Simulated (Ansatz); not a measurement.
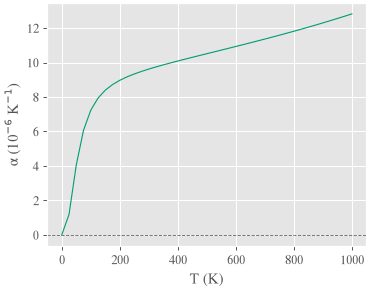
Fig. 1. Linear thermal expansion of Pt (fcc (Cu type), Fm-3m) from the quasi-harmonic free energy, Ansatz (a quantum-chemistry and plane-wave program), PBEsol functional, plane-wave PAW

Spin-orbit coupling is not included.

Q: Read off α at 800 K, and say whether it is negative anywhere.

A: About 12 × 10⁻⁶ K⁻¹. It is not negative in the range shown.

The PAW data sets were generated under PBE and serve the other functionals too.
